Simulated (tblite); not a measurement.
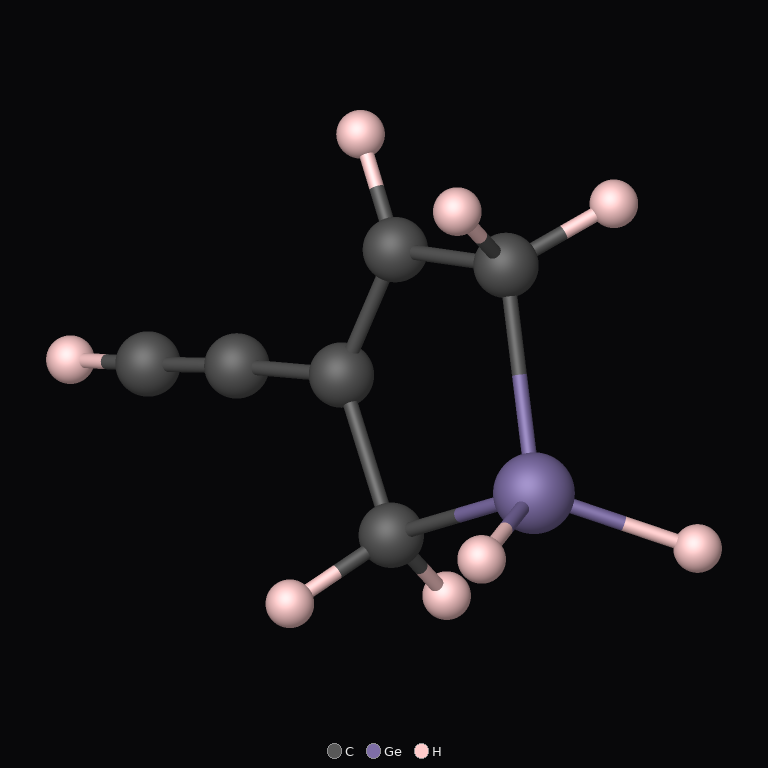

(Drawn from a calculation with tblite.)

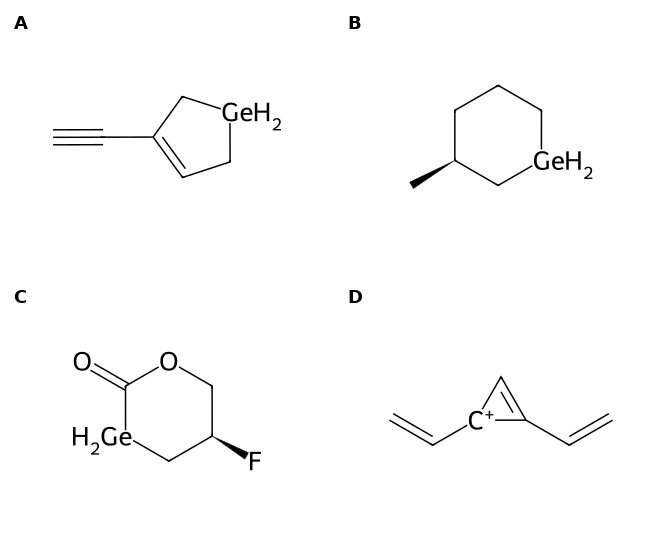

**The first picture shows one of the molecules drawn in the second. Which?**

A, `C#CC1=C[CH2][GeH2][CH2]1`.
